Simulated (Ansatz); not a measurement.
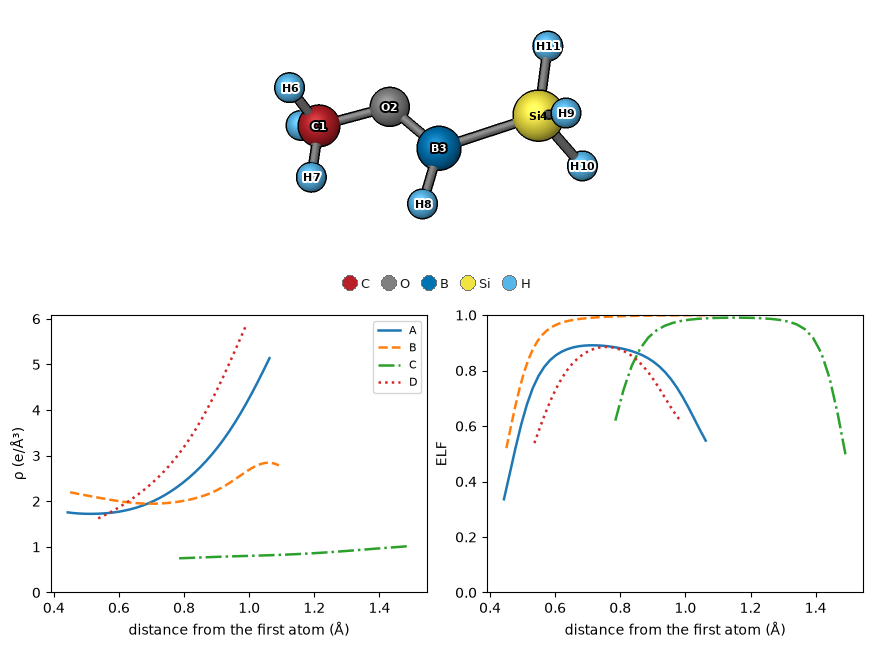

Figure 1: CH$_{7}$BOSi (SMILES COB[SiH3]). Total electron density and electron localisation function along straight lines between neighbouring atoms. The curves leave out the atomic cores. The structure is drawn too.

Geometry: PBE0-D4/def2-TZVP.

All numbers below come from RKS PBE0-D4/def2-TZVPP in Ansatz 0.2.0.

```yaml
atoms:
  - { symbol: C, position_ang: [-1.6373, 1.1891, -0.6411] }
  - { symbol: O, position_ang: [-0.3445, 0.7954, -0.2169] }
  - { symbol: B, position_ang: [-0.0331, -0.4791, 0.0586] }
  - { symbol: Si, position_ang: [1.8484, -0.9250, 0.6608] }
  - { symbol: H, position_ang: [-1.5540, 1.6686, -1.6180] }
  - { symbol: H, position_ang: [-2.0347, 1.9123, 0.0731] }
  - { symbol: H, position_ang: [-2.3081, 0.3284, -0.7077] }
  - { symbol: H, position_ang: [-0.8866, -1.3260, -0.0594] }
  - { symbol: H, position_ang: [1.8121, -1.5518, 2.0143] }
  - { symbol: H, position_ang: [2.4546, -1.9279, -0.2626] }
  - { symbol: H, position_ang: [2.7486, 0.2592, 0.7197] }
```

**Which curve belongs to which contact (B–O, C–H, C–O and Si–B)? The first atom named is at distance zero.**

Curve A: C–O (1.42 Å): ρ at the midpoint is about 2 e/Å³, with its minimum of 1.7 e/Å³ about 0.5 Å from C; the ELF peaks at about 0.90 between the atoms: a polar covalent bond. Curve B: C–H (1.09 Å): ρ at the midpoint is about 2.1 e/Å³; the ELF climbs to about 1 towards the hydrogen, as it does in any bond to H (an ordinary covalent bond to hydrogen). Curve C: Si–B (2.03 Å): ρ is about 0.81 e/Å³ halfway; the ELF peaks at about 1 between the atoms (a shared electron pair). Curve D: B–O (1.34 Å): ρ is about 2.2 e/Å³ halfway; the ELF peaks at about 0.90 between the atoms (a short, strongly polar bond).
